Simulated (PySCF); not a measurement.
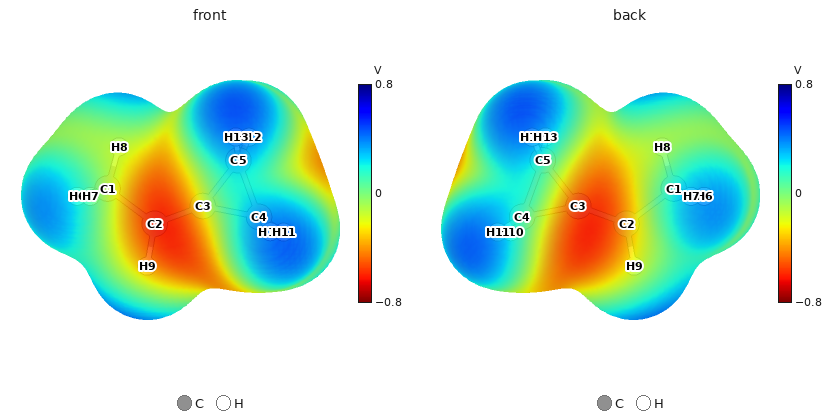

*C₅H₈ (ethylidenecyclopropane). The electrostatic potential painted on the density surface at 0.001 e/bohr³, seen from the front and from behind; the colour scale runs from red (negative) to blue (positive).*

Geometry: GFN2-xTB.

Theory: PySCF, PBE0/def2-SVPD, SCF density, gas phase.

```yaml
atoms:
  - { symbol: C, position_ang: [2.0392, 0.1546, 0.0970] }
  - { symbol: C, position_ang: [0.8279, -0.7199, 0.0001] }
  - { symbol: C, position_ang: [-0.3999, -0.2656, -0.0317] }
  - { symbol: C, position_ang: [-1.8384, -0.5273, -0.1074] }
  - { symbol: C, position_ang: [-1.3018, 0.8889, -0.0167] }
  - { symbol: H, position_ang: [2.6908, -0.0093, -0.7611] }
  - { symbol: H, position_ang: [2.6077, -0.0850, 0.9956] }
  - { symbol: H, position_ang: [1.7536, 1.2029, 0.1296] }
  - { symbol: H, position_ang: [1.0134, -1.7864, -0.0448] }
  - { symbol: H, position_ang: [-2.2593, -0.8576, -1.0472] }
  - { symbol: H, position_ang: [-2.3378, -0.9434, 0.7568] }
  - { symbol: H, position_ang: [-1.4396, 1.4327, 0.9078] }
  - { symbol: H, position_ang: [-1.3603, 1.5159, -0.8958] }
```

### Which sites attract a positive test charge, and which a negative one?

A positive charge is drawn to the negative regions and a negative charge to the positive ones. The most negative region (about −0.6 V) lies over the π face of C2 and C3, the most positive (about +0.5 V) over H10, H11, H12 and H13.
